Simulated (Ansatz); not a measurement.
**A computed series for hypothetical diamond B: pressure series**

The parent structure is B in the diamond structure (space group Fd-3m, No. 227; a = 4.052 Å; a hypothetical phase, not in the database extracts checked).

Cell and atoms are relaxed at each pressure.

Levels (all Ansatz, a quantum-chemistry and plane-wave program, PAW): PBE (420 eV, no spin-orbit coupling); PBEsol (420 eV, scalar-relativistic without spin-orbit coupling).

The base cell above is that of PBE; each level relaxes its own structures.

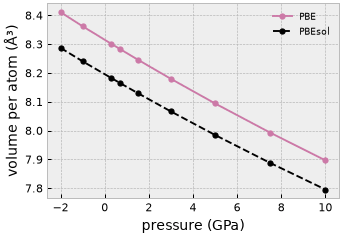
Volume per atom under two levels

Task: How do the two levels compare along the series?

Result: PBE lies above PBEsol in every row, by 0.10 Å³ to 0.12 Å³. They put the cases in the same order.

Load acts through the strain it causes; cell and atoms are relaxed under it. Stability against distortions was not tested. Competing high-pressure phases were not computed.
